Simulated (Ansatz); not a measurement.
Fields on a plane of Ta3Sn (A15, Cr3Si type)

```yaml
crystal:
  lattice:
    - [5.21870, 0.00000, 0.00000]
    - [0.00000, 5.21870, 0.00000]
    - [0.00000, 0.00000, 5.21870]
  atoms:
    - { symbol: Ta, position: [0.25000, 0.00000, 0.50000] }
    - { symbol: Ta, position: [0.75000, 0.00000, 0.50000] }
    - { symbol: Ta, position: [0.50000, 0.75000, 0.00000] }
    - { symbol: Ta, position: [0.50000, 0.25000, 0.00000] }
    - { symbol: Ta, position: [0.00000, 0.50000, 0.75000] }
    - { symbol: Ta, position: [0.00000, 0.50000, 0.25000] }
    - { symbol: Sn, position: [0.00000, 0.00000, 0.00000] }
    - { symbol: Sn, position: [0.50000, 0.50000, 0.50000] }
```

The slice is a {100} plane (indices of the conventional cell) through the point (0.000, 0.000, 0.000) (fractional), spanned by u = [100] and v = [010] in vectors of this cell: u (5.22 Å) and v (5.22 Å, at 90° to u). It covers one period; positions are fractions (u, v).

Atoms on it: Ta at (0.50, 0.75); Ta at (0.50, 0.25); Sn at (0.00, 0.00).

Method: LDA (plane waves to 420 eV, PAW, scalar-relativistic; Ansatz, a quantum-chemistry and plane-wave program). k mesh 9×9×9. Near the nuclei the fields are pseudised (PAW); where an atom keeps semicore shells as valence, they peak there. Spin-orbit coupling is left out, though Ta is heavy. Ta3Sn is run without spin polarisation. Ta3Sn was relaxed with its symmetry unable to fall.

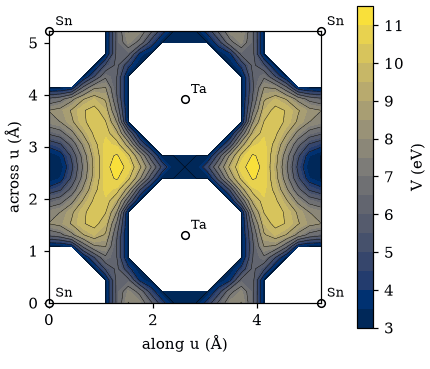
*Electrostatic potential energy of an electron, from the cell's mean, in eV, one period of the plane, atoms marked. Points within 1 Å of a nucleus are left white, as the pseudised field means little there. Values under 3 eV are set to 3. The zero, the cell's mean, hangs on the PAW cores.*

```
|998877552211000000001122222211000000001122557788|
|777766442211000000112233443322110000001122446677|
|555544221100000011334455665544331100000011224455|
|332222110000000022446666666666442200000000112222|
|111111000000001133556666666666553311000000001111|
|000000000000001133556666666666553311000000000000|
|000000000000001133556666666666553311000000000000|
|000000000000000022446666666666442200000000000000|
|000000000000000011334455665544331100000000000000|
|111100000000000000112233443322110000000000000011|
|111111000000000000111122222211110000000000001111|
|111111000000000000001111111111000000000000001111|
|111111000000000000111122222211110000000000001111|
|111100000000000000112233443322110000000000000011|
|000000000000000011334455665544331100000000000000|
|000000000000000022446666666666442200000000000000|
|000000000000001133556666666666553311000000000000|
|000000000000001133556666666666553311000000000000|
|111111000000001133556666666666553311000000001111|
|332222110000000022446666666666442200000000112222|
|555544221100000011334455665544331100000011224455|
|777766442211000000112233443322110000001122446677|
|998877552211000000001122222211000000001122557788|
|999977553311000000001111111111000000001133557799|
```
Scale: ten equal steps from -0.65 (start of '0') to 1.22 (end of '9'), in the order '0123456789'. Values: log₁₀ of the valence density in e/Å³. The map has 24 points along u (two characters each, u = 0 at the left) and 24 along v (v = 0 in the bottom row). The scale is logarithmic, as a density can span decades between atoms and voids.

- Density on the Ta–Ta line (2.61 Å) at its midpoint = 0.49 e/Å³
- ELF at that point = 0.36
